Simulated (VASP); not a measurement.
Band structure of ZrN (space group Fm-3m). All values below come from LDA (Ceperley-Alder, Perdew-Zunger), VASP's LDA PAW potentials (set 64) (plane waves; VASP).

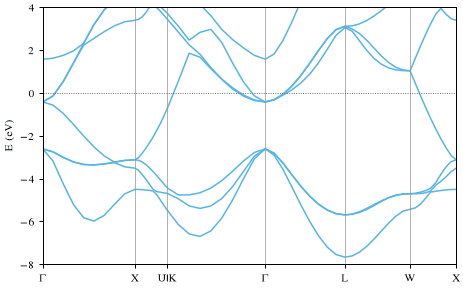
*Bands along high-symmetry lines, zero at the valence-band maximum or, without a gap, the Fermi level*

**Question.** Read the plot: is there a gap, and where are the band edges?

**Answer.** It has no gap at this level: it comes out as a metal or semimetal.

The structure is a typed ZrN crystal (Fm-3m). The cell was not relaxed at this level. The electron count is odd and the run is not spin-polarised, which forces a metal.
